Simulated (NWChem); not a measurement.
**GeOF$_{3}$: energy and gradient calculation**

- system: GeOF$_{3}$, multiplicity 2
- method: TPSS/6-311G**, UKS (NWChem 7.3.0)

The run did not end well. The geometry comes from this level: PBE0-D4/def2-TZVP.

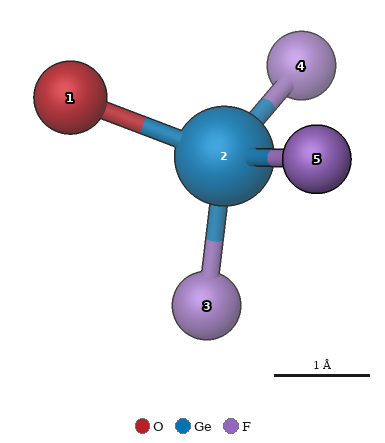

Fig. 1: The structure (ball-and-stick view, seen at a tilt; atoms are numbered from 1 in the order of the input). Sticks mark near contacts. Bond lengths as drawn: F–Ge 1.70 Å and Ge–O 1.77 Å.

The input:
```python
from ase import Atoms
from ase.calculators.nwchem import NWChem

atoms = Atoms(['O', 'Ge', 'F', 'F', 'F'], positions=[
    [-0.574400, 0.094600, 1.657500],
    [0.003900, -0.010400, -0.012400],
    [1.388600, -0.991000, -0.000200],
    [-1.154500, -0.688300, -1.051300],
    [0.386300, 1.521400, -0.635000],
])

calc = NWChem(
    label='mymol',
    theory='dft',
    memory='2200 mb',
    basis='6-311G**',
    basispar='spherical bse',
    dft={'xc': 'xtpss03 ctpss03', 'mult': '2', 'grid': 'fine', 'convergence': 'energy 1e-08', 'iterations': '100', 'mulliken': None},
)
atoms.calc = calc

forces = atoms.get_forces()
print(f"energy = {atoms.get_potential_energy():.6f} eV")
print("forces (eV/A):")
for s, f in zip(atoms.symbols, forces):
    print(f"{s:2s} {f[0]:10.5f} {f[1]:10.5f} {f[2]:10.5f}")
```

File mymol.nwi:
```
title "mymol"

permanent_dir mymol

scratch_dir mymol

start mymol

geometry units angstrom nocenter noautosym noautoz
  O  -5.7440000000000002e-01 9.4600000000000004e-02 1.6575000000000000e+00
  Ge 3.8999999999999998e-03 -1.0400000000000000e-02 -1.2400000000000000e-02
  F  1.3886000000000001e+00 -9.9099999999999999e-01 -2.0000000000000001e-04
  F  -1.1545000000000001e+00 -6.8830000000000002e-01 -1.0512999999999999e+00
  F  3.8629999999999998e-01 1.5214000000000001e+00 -6.3500000000000001e-01
end

memory 2200 mb

basis spherical bse noprint
   * library 6-311G**
end

dft
  xc xtpss03 ctpss03
  mult 2
  grid fine
  convergence energy 1e-08
  iterations 100
  mulliken
end

task dft gradient
```

Hardware: 1 thread of AMD EPYC (Zen 5), 16 GiB of memory available, shared host.

Launch command:
```bash
export ASE_NWCHEM_COMMAND="nwchem PREFIX.nwi > PREFIX.nwo"
python run.py
```

What the program printed:
```
0:dft gradient failed:Received an Error in Communication
--------------------------------------------------------------------------
MPI_ABORT was invoked on rank 0 in communicator MPI COMM 3 DUP FROM 0
  Proc: [[49137,0],0]
  Errorcode: -1

NOTE: invoking MPI_ABORT causes Open MPI to kill all MPI processes.
You may or may not see output from other processes, depending on
exactly when Open MPI kills them.
--------------------------------------------------------------------------
ase.calculators.calculator.CalculationFailed: Calculator "nwchem" failed with command "nwchem mymol.nwi > mymol.nwo" failed in . with error code 255
```

Outcome:

| quantity | value |
| --- | --- |
| outcome | not converged |
| basis functions | 116 |
| wall time | 3.4 min |
| peak memory | 0.12 GiB |

Diagnosis:

The run did not converge. Its last values are not results. Notes on the run: dft gradient failed.
